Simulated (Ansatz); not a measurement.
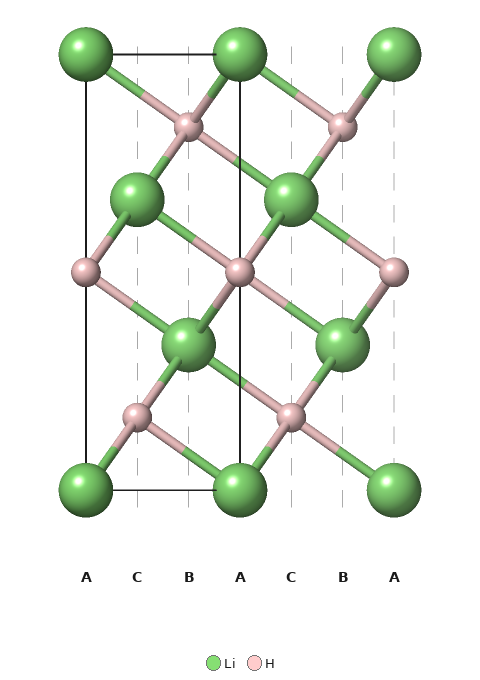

The picture looks along a close-packed row of the hexagonal mesh; [111] points upwards. The dashed lines mark the three columns A (0, 0), B (1/3, 2/3) and C (2/3, 1/3). The box is the hexagonal cell of the face-centred cubic lattice. The sequence starts with the first layer at or above the cell's origin.

System LiH (space group Fm-3m, No. 225); source of the atomic positions: the geometry relaxed with DFT, PBE-D3(BJ), plane waves, PAW in Ansatz 0.2.0.

Question: Give the sequence of layers in one repeat, with element and column.

Answer: Li(A) – H(C) – Li(B) – H(A) – Li(C) – H(B) (six layers in 6.72 Å).

Question: How are the H layers alone stacked?

Answer: H layers alone: CAB, the cubic close-packed type.

Question: Which positions between or in the H layers do the other atoms fill?

Answer: Li: three octahedral sites in each hexagonal cell.

Heights of the layers:

```csv
layer,atoms (column),height (Å),to next (Å)
1,Li(A),0.00,1.12
2,H(C),1.12,1.12
3,Li(B),2.24,1.12
4,H(A),3.36,1.12
5,Li(C),4.48,1.12
6,H(B),5.60,1.12
```
